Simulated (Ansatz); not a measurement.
# Geometry relaxation, with input and output: C$_{3}$H$_{11}$AlS (part 2 of 3)

The same run, continued: C$_{3}$H$_{11}$AlS; RKS BLYP/def2-SVP (Ansatz 0.2.0). It belongs to a series of runs on one base structure; here: end point B relaxed.

Geometry of the input (Å):
```
Al -0.4782  -0.2788  -0.0232
S  2.9198  0.7608  -0.1367
C  -0.3316  -2.2374  0.2423
C  -1.0739  0.4923  -1.7506
H  1.9851  1.1050  0.7955
C  -0.2629  0.9073  1.5440
H  2.5383  1.7860  -0.9574
H  0.7058  -2.5113  0.5385
H  -0.9870  -2.5824  1.0730
H  -0.5860  -2.8385  -0.6552
H  -0.5295  0.0521  -2.6143
H  -0.9624  1.5961  -1.8065
H  -2.1514  0.2685  -1.9237
H  0.3748  0.4835  2.3531
H  0.1048  1.9317  1.3082
H  -1.2656  1.0653  2.0132
```

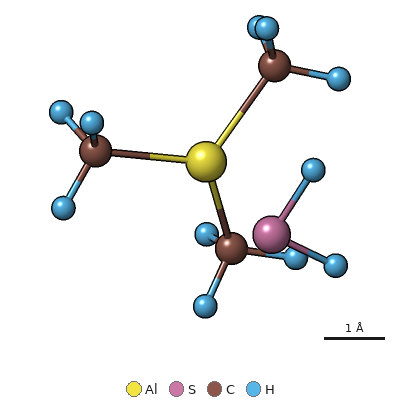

The geometry at step 11 of the log (ball-and-stick view, seen at a tilt).

**Trajectory as extended XYZ, continued**
```
16
Properties=species:S:1:pos:R:3:forces:R:3 step=4 energy=-20712.88704
Al   -0.3969   -0.2322   -0.0151    0.2070   0.0914   0.0218
S     2.6248    0.5020   -0.3189   -0.2882   0.4270   0.6422
C    -0.2649   -2.1968    0.2324    0.0310  -0.0347   0.0266
C    -1.0159    0.5188   -1.7447   -0.0266  -0.0108  -0.0236
H     2.3517    1.1971    0.8668    0.2330  -0.4014  -0.7136
C    -0.3610    0.9273    1.6072   -0.2109   0.0362   0.0582
H     2.4140    1.6220   -1.0754   -0.0073  -0.0812   0.0459
H     0.7538   -2.4990    0.5629   -0.0235  -0.0117  -0.0020
H    -0.9602   -2.5456    1.0289   -0.0004   0.0032  -0.0187
H    -0.4968   -2.7765   -0.6855    0.0071  -0.0046  -0.0043
H    -0.4825    0.0736   -2.6123   -0.0012   0.0041  -0.0061
H    -0.9182    1.6225   -1.8153    0.0004   0.0100  -0.0092
H    -2.0940    0.2825   -1.8972    0.0027   0.0137   0.0005
H     0.2955    0.5368    2.4151    0.0041   0.0036  -0.0065
H    -0.0652    1.9797    1.3993    0.0062  -0.0354  -0.0002
H    -1.3841    0.9881    2.0518    0.0667  -0.0093  -0.0110
16
Properties=species:S:1:pos:R:3:forces:R:3 step=5 energy=-20712.93459
Al   -0.3380   -0.1911   -0.0007   -0.0920  -0.0696   0.0140
S     2.5833    0.4098   -0.3696   -0.2049   0.0327   0.0176
C    -0.2100   -2.1635    0.2344   -0.0128  -0.0466  -0.0517
C    -1.0010    0.5416   -1.7291    0.1564   0.0302  -0.0403
H     2.5233    1.1395    0.7817    0.0500  -0.0176   0.0037
C    -0.4526    0.9379    1.6382    0.3646  -0.0238  -0.0030
H     2.3355    1.5164   -1.1286    0.0176  -0.0149  -0.0203
H     0.7792   -2.4788    0.6296    0.0179  -0.0271   0.0407
H    -0.9662   -2.5243    0.9692    0.0281   0.0330  -0.0206
H    -0.3777   -2.7339   -0.7056    0.0172   0.0361   0.0224
H    -0.5057    0.0641   -2.6030   -0.0322   0.0079  -0.0143
H    -0.8734    1.6410   -1.8331   -0.0122  -0.0034   0.0033
H    -2.0891    0.3378   -1.8423   -0.0219  -0.0152   0.0251
H     0.2231    0.5654    2.4411   -0.0516  -0.0201   0.0166
H    -0.1578    1.9922    1.4431   -0.1326   0.0503   0.0302
H    -1.4727    0.9461    2.0746   -0.0918   0.0481  -0.0235
16
Properties=species:S:1:pos:R:3:forces:R:3 step=6 energy=-20712.94578
Al   -0.3391   -0.1937    0.0036   -0.0155  -0.0068   0.0013
S     2.5428    0.4084   -0.3762   -0.1377  -0.0925  -0.0623
C    -0.2045   -2.1666    0.2349   -0.0284  -0.0387  -0.0496
C    -0.9955    0.5431   -1.7274    0.1232   0.0152  -0.0239
H     2.5510    1.1445    0.7670    0.0286   0.0491   0.0924
C    -0.4547    0.9378    1.6431    0.3117  -0.0395  -0.0090
H     2.3399    1.5167   -1.1425   -0.0090   0.0242  -0.0325
H     0.7739   -2.4862    0.6526    0.0213  -0.0115   0.0391
H    -0.9777   -2.5264    0.9519    0.0190   0.0156  -0.0160
H    -0.3530   -2.7346   -0.7097    0.0138   0.0353   0.0235
H    -0.5131    0.0591   -2.6051   -0.0252   0.0027  -0.0019
H    -0.8571    1.6410   -1.8344   -0.0105  -0.0077   0.0119
H    -2.0866    0.3516   -1.8322   -0.0307  -0.0085   0.0106
H     0.2158    0.5668    2.4512   -0.0496  -0.0203   0.0068
H    -0.1640    1.9938    1.4509   -0.1170   0.0380   0.0166
H    -1.4779    0.9449    2.0724   -0.0939   0.0455  -0.0071
16
Properties=species:S:1:pos:R:3:forces:R:3 step=7 energy=-20712.96025
Al   -0.2867   -0.1724    0.0130   -0.0281   0.0067   0.0312
S     2.3670    0.3362   -0.4109    0.1683   0.1875   0.2572
C    -0.1610   -2.1493    0.2350   -0.0655  -0.1119   0.0501
C    -0.9555    0.5586   -1.7187   -0.0119  -0.0116  -0.0106
H     2.5820    1.0941    0.7207   -0.0561  -0.2063  -0.2606
C    -0.4525    0.9477    1.6608    0.1023  -0.0162  -0.0143
H     2.2248    1.4487   -1.1847   -0.0186   0.0285  -0.0367
H     0.7783   -2.4843    0.7344   -0.0916   0.0298  -0.0337
H    -0.9972   -2.5096    0.8839    0.1030   0.0196  -0.0930
H    -0.2388   -2.7055   -0.7276    0.0248   0.0467   0.0925
H    -0.5095    0.0610   -2.6088   -0.0148   0.0115   0.0262
H    -0.8030    1.6540   -1.8343   -0.0024  -0.0041   0.0026
H    -2.0543    0.3889   -1.7932    0.0080   0.0091  -0.0112
H     0.1993    0.5881    2.4894   -0.0410   0.0014  -0.0169
H    -0.2006    2.0175    1.4859   -0.0482  -0.0074   0.0102
H    -1.4922    0.9266    2.0550   -0.0282   0.0168   0.0070
16
Properties=species:S:1:pos:R:3:forces:R:3 step=8 energy=-20712.96957
Al   -0.2894   -0.1769    0.0208   -0.0269   0.0048  -0.0014
S     2.4137    0.3489   -0.4512    0.0258   0.0797   0.0972
C    -0.1704   -2.1541    0.2434    0.0007  -0.0517   0.0121
C    -0.9545    0.5603   -1.7093   -0.0118  -0.0119  -0.0022
H     2.5982    1.0847    0.6887   -0.0007  -0.0697  -0.0976
C    -0.4584    0.9445    1.6661    0.0837  -0.0051  -0.0127
H     2.2355    1.4704   -1.2084   -0.0141  -0.0136   0.0086
H     0.7475   -2.4836    0.7810   -0.0466   0.0163  -0.0098
H    -1.0288   -2.5243    0.8520    0.0394   0.0163  -0.0449
H    -0.1998   -2.7061   -0.7224    0.0107   0.0265   0.0476
H    -0.5069    0.0652   -2.5990   -0.0033   0.0031   0.0081
H    -0.8004    1.6557   -1.8211    0.0000   0.0001   0.0034
H    -2.0531    0.3922   -1.7886    0.0007   0.0077  -0.0035
H     0.1862    0.5877    2.5002   -0.0192   0.0065  -0.0032
H    -0.2177    2.0170    1.4952   -0.0180  -0.0039   0.0049
H    -1.5017    0.9183    2.0526   -0.0204  -0.0050  -0.0066
16
Properties=species:S:1:pos:R:3:forces:R:3 step=9 energy=-20712.97618
Al   -0.2923   -0.1745    0.0158    0.0316  -0.0193   0.0282
S     2.4127    0.3481   -0.4826   -0.0034  -0.0064  -0.0162
C    -0.1619   -2.1498    0.2462   -0.0074   0.0228  -0.0082
C    -0.9779    0.5558   -1.7078   -0.0030   0.0034  -0.0085
H     2.6482    1.0080    0.6879    0.0010  -0.0011  -0.0003
C    -0.4403    0.9510    1.6579   -0.0373   0.0171   0.0041
H     2.2099    1.5130   -1.1630   -0.0002   0.0040   0.0067
H     0.6878   -2.4653    0.8896    0.0063   0.0038   0.0132
H    -1.0799   -2.5338    0.7451   -0.0202  -0.0084  -0.0007
H    -0.0709   -2.6987   -0.7151    0.0134  -0.0051  -0.0089
H    -0.5416    0.0568   -2.6006   -0.0011  -0.0013  -0.0001
H    -0.8196    1.6501   -1.8243   -0.0010   0.0012   0.0015
H    -2.0778    0.3936   -1.7754   -0.0043   0.0020   0.0016
H     0.2020    0.6005    2.4952    0.0139  -0.0020  -0.0033
H    -0.2133    2.0262    1.4865    0.0081  -0.0064  -0.0012
H    -1.4849    0.9193    2.0448    0.0035  -0.0044  -0.0078
16
Properties=species:S:1:pos:R:3:forces:R:3 step=10 energy=-20712.95574 accepted=F
Al   -0.2820   -0.1686    0.0190    0.0078  -0.0108  -0.0210
S     2.3886    0.3410   -0.5580    0.0243   0.2205   0.1269
C    -0.1448   -2.1425    0.2522   -0.0495  -0.5423   0.1302
C    -0.9962    0.5521   -1.6976   -0.0261  -0.0032  -0.0301
H     2.6910    0.8881    0.6648   -0.0301  -0.0757  -0.1945
C    -0.4302    0.9623    1.6555   -0.0196   0.0121   0.0392
H     2.1882    1.5740   -1.1241    0.0207  -0.1458   0.0857
H     0.6032   -2.4442    1.0499   -0.4531   0.1102  -0.4797
H    -1.1536   -2.5490    0.5883    0.6458   0.1912  -0.2084
H     0.1237   -2.6845   -0.7047   -0.1430   0.2440   0.5613
H    -0.5809    0.0439   -2.5962   -0.0131   0.0103   0.0205
H    -0.8293    1.6447   -1.8239   -0.0024  -0.0102   0.0015
H    -2.0997    0.4020   -1.7437    0.0225   0.0031   0.0010
H     0.2139    0.6207    2.4963    0.0002   0.0106  -0.0268
H    -0.2164    2.0398    1.4820    0.0156  -0.0093  -0.0043
H    -1.4753    0.9203    2.0401   -0.0002  -0.0048  -0.0014
16
Properties=species:S:1:pos:R:3:forces:R:3 step=11 energy=-20712.97922
Al   -0.2801   -0.1719    0.0168   -0.0578   0.0085  -0.0243
S     2.4033    0.3486   -0.5253   -0.0061  -0.0068   0.0149
C    -0.1559   -2.1460    0.2490    0.0278   0.0071   0.0043
C    -0.9873    0.5522   -1.7027    0.0116  -0.0062   0.0031
H     2.6649    0.9357    0.6781    0.0182  -0.0039   0.0005
C    -0.4381    0.9584    1.6551    0.0530  -0.0055  -0.0121
H     2.2002    1.5548   -1.1289   -0.0092   0.0059  -0.0009
H     0.6408   -2.4527    0.9612   -0.0051  -0.0132   0.0107
H    -1.1098   -2.5399    0.6678   -0.0017   0.0032  -0.0065
H     0.0217   -2.6917   -0.7024    0.0040   0.0024   0.0002
H    -0.5625    0.0481   -2.5981   -0.0036   0.0030  -0.0057
H    -0.8273    1.6457   -1.8252    0.0002   0.0024  -0.0029
H    -2.0884    0.3935   -1.7563   -0.0034  -0.0010   0.0048
H     0.2107    0.6108    2.4890   -0.0126   0.0010   0.0130
H    -0.2097    2.0328    1.4811   -0.0151   0.0008  -0.0018
H    -1.4822    0.9218    2.0409   -0.0003   0.0022   0.0029
16
Properties=species:S:1:pos:R:3:forces:R:3 step=12 energy=-20712.97953
Al   -0.2886   -0.1709    0.0144   -0.0092   0.0267   0.0049
S     2.3930    0.3477   -0.5462   -0.0039   0.1283   0.0153
C    -0.1499   -2.1426    0.2517    0.0242  -0.1649   0.0213
C    -1.0045    0.5493   -1.7041    0.0213  -0.0110   0.0070
H     2.7329    0.8724    0.6707   -0.0302  -0.0361  -0.0738
C    -0.4334    0.9651    1.6500    0.0489  -0.0195  -0.0179
H     2.1723    1.5882   -1.0809    0.0263  -0.0939   0.0485
H     0.5921   -2.4384    1.0341   -0.1397   0.0273  -0.1321
H    -1.1369   -2.5523    0.5869    0.1754   0.0473  -0.0632
H     0.1186   -2.6835   -0.6887   -0.0540   0.0785   0.1746
H    -0.5894    0.0401   -2.6011   -0.0066   0.0034  -0.0043
H    -0.8398    1.6417   -1.8317   -0.0013  -0.0019  -0.0006
H    -2.1069    0.3964   -1.7477   -0.0008  -0.0016   0.0039
H     0.2223    0.6213    2.4803   -0.0203  -0.0024   0.0025
H    -0.2070    2.0387    1.4707   -0.0203   0.0072  -0.0043
H    -1.4748    0.9271    2.0418   -0.0097   0.0128   0.0181
16
Properties=species:S:1:pos:R:3:forces:R:3 step=13 energy=-20712.98203
Al   -0.2869   -0.1695    0.0156   -0.0047   0.0122  -0.0132
S     2.3878    0.3481   -0.5535    0.0058   0.0432   0.0313
C    -0.1476   -2.1420    0.2517    0.0164  -0.0289   0.0159
C    -1.0014    0.5489   -1.7034   -0.0030  -0.0099   0.0068
H     2.7081    0.8642    0.6704   -0.0023  -0.0202  -0.0409
C    -0.4323    0.9657    1.6516    0.0199  -0.0042  -0.0131
H     2.1853    1.5901   -1.0840    0.0015  -0.0274   0.0181
H     0.5906   -2.4415    1.0292   -0.0336   0.0052  -0.0272
H    -1.1295   -2.5511    0.5860    0.0327   0.0069  -0.0172
H     0.1167   -2.6809   -0.6847   -0.0101   0.0141   0.0304
H    -0.5890    0.0387   -2.6011   -0.0024   0.0016   0.0020
H    -0.8365    1.6411   -1.8324   -0.0006  -0.0004  -0.0003
H    -2.1041    0.3968   -1.7447   -0.0020   0.0022  -0.0012
H     0.2237    0.6251    2.4827   -0.0067  -0.0015   0.0036
H    -0.2118    2.0405    1.4709   -0.0096   0.0023  -0.0010
H    -1.4732    0.9260    2.0459   -0.0014   0.0049   0.0061
16
Properties=species:S:1:pos:R:3:forces:R:3 step=14 energy=-20712.98325
Al   -0.2873   -0.1675    0.0128    0.0026  -0.0016   0.0052
S     2.3844    0.3522   -0.5689   -0.0074  -0.0036  -0.0005
C    -0.1426   -2.1399    0.2522    0.0026   0.0036  -0.0009
C    -1.0105    0.5447   -1.7040   -0.0008  -0.0015  -0.0024
H     2.7333    0.8077    0.6690    0.0047  -0.0033   0.0014
C    -0.4295    0.9734    1.6450    0.0002  -0.0015  -0.0017
H     2.1778    1.6174   -1.0354    0.0024   0.0049   0.0036
H     0.5773   -2.4389    1.0448   -0.0019   0.0001   0.0016
H    -1.1292   -2.5543    0.5615   -0.0005   0.0007  -0.0022
H     0.1435   -2.6760   -0.6782    0.0026   0.0018   0.0006
H    -0.6029    0.0321   -2.6024   -0.0021  -0.0012  -0.0018
H    -0.8450    1.6363   -1.8369   -0.0020   0.0002  -0.0010
H    -2.1136    0.3940   -1.7396   -0.0012   0.0005   0.0011
H     0.2309    0.6404    2.4756    0.0018   0.0010  -0.0009
H    -0.2184    2.0493    1.4592   -0.0008  -0.0013  -0.0009
H    -1.4682    0.9294    2.0453   -0.0002   0.0011  -0.0013
16
Properties=species:S:1:pos:R:3:forces:R:3 step=15 energy=-20712.97596 accepted=F
Al   -0.2920   -0.1630    0.0067    0.0212   0.0243   0.0013
S     2.3585    0.3738   -0.6267    0.0952   0.4712   0.3337
C    -0.1286   -2.1336    0.2553   -0.0161  -0.0761  -0.0183
C    -1.0396    0.5301   -1.7060   -0.0196   0.0083  -0.0158
H     2.7947    0.6232    0.6632   -0.1348  -0.0697  -0.4225
C    -0.4236    0.9947    1.6276   -0.0367   0.0001   0.0304
H     2.2001    1.7221   -0.8937    0.0395  -0.4254   0.1049
H     0.5372   -2.4267    1.0988   -0.0440   0.0106  -0.0576
H    -1.1327   -2.5656    0.4873    0.0955   0.0412  -0.0128
H     0.2308   -2.6612   -0.6582   -0.0234   0.0384   0.0850
H    -0.6481    0.0082   -2.6061   -0.0021  -0.0055   0.0011
H    -0.8728    1.6199   -1.8526   -0.0032  -0.0057   0.0017
H    -2.1438    0.3835   -1.7218    0.0013   0.0002  -0.0019
H     0.2516    0.6829    2.4551    0.0055   0.0086  -0.0172
H    -0.2355    2.0725    1.4265    0.0110  -0.0187  -0.0013
H    -1.4561    0.9395    2.0445    0.0107  -0.0019  -0.0107
16
Properties=species:S:1:pos:R:3:forces:R:3 step=16 energy=-20712.98438
Al   -0.2881   -0.1619    0.0084    0.0051  -0.0118   0.0114
S     2.3745    0.3536   -0.5877    0.0045   0.0866   0.0378
C    -0.1328   -2.1331    0.2514   -0.0086  -0.0037  -0.0053
C    -1.0270    0.5386   -1.7064    0.0035   0.0058  -0.0079
H     2.7691    0.7211    0.6689   -0.0213  -0.0252  -0.0601
C    -0.4281    0.9842    1.6367   -0.0113   0.0032   0.0061
H     2.1826    1.6536   -0.9643    0.0147  -0.0595   0.0198
H     0.5630   -2.4289    1.0664   -0.0013   0.0008  -0.0003
H    -1.1264   -2.5558    0.5265    0.0075   0.0028  -0.0008
H     0.1864   -2.6652   -0.6708    0.0017   0.0038   0.0062
H    -0.6292    0.0199   -2.6057   -0.0019  -0.0008   0.0014
H    -0.8617    1.6291   -1.8481   -0.0029  -0.0011  -0.0025
H    -2.1306    0.3893   -1.7295    0.0013  -0.0007   0.0038
H     0.2404    0.6611    2.4649    0.0021   0.0021  -0.0055
H    -0.2281    2.0611    1.4444    0.0021  -0.0024   0.0009
H    -1.4638    0.9335    2.0447    0.0050   0.0001  -0.0049
16
Properties=species:S:1:pos:R:3:forces:R:3 step=17 energy=-20712.98453
Al   -0.2891   -0.1600    0.0059    0.0026   0.0075   0.0014
S     2.3654    0.3633   -0.6064    0.0298   0.1565   0.1003
C    -0.1276   -2.1305    0.2522   -0.0033  -0.0129  -0.0056
C    -1.0370    0.5342   -1.7074   -0.0045   0.0019  -0.0093
H     2.7857    0.6561    0.6650   -0.0437  -0.0331  -0.1349
C    -0.4274    0.9910    1.6307   -0.0151   0.0031   0.0121
H     2.1980    1.6881   -0.9135    0.0129  -0.1324   0.0387
H     0.5521   -2.4235    1.0821   -0.0066   0.0016  -0.0088
H    -1.1252   -2.5587    0.5051    0.0192   0.0097  -0.0030
H     0.2139   -2.6602   -0.6639   -0.0028   0.0064   0.0162
H    -0.6469    0.0104   -2.6071   -0.0016  -0.0004   0.0024
H    -0.8713    1.6238   -1.8560   -0.0015  -0.0037   0.0001
H    -2.1412    0.3867   -1.7214    0.0020   0.0001   0.0014
H     0.2468    0.6749    2.4570    0.0020   0.0038  -0.0055
H    -0.2349    2.0685    1.4337    0.0043  -0.0066  -0.0001
H    -1.4609    0.9361    2.0440    0.0064  -0.0014  -0.0055
```
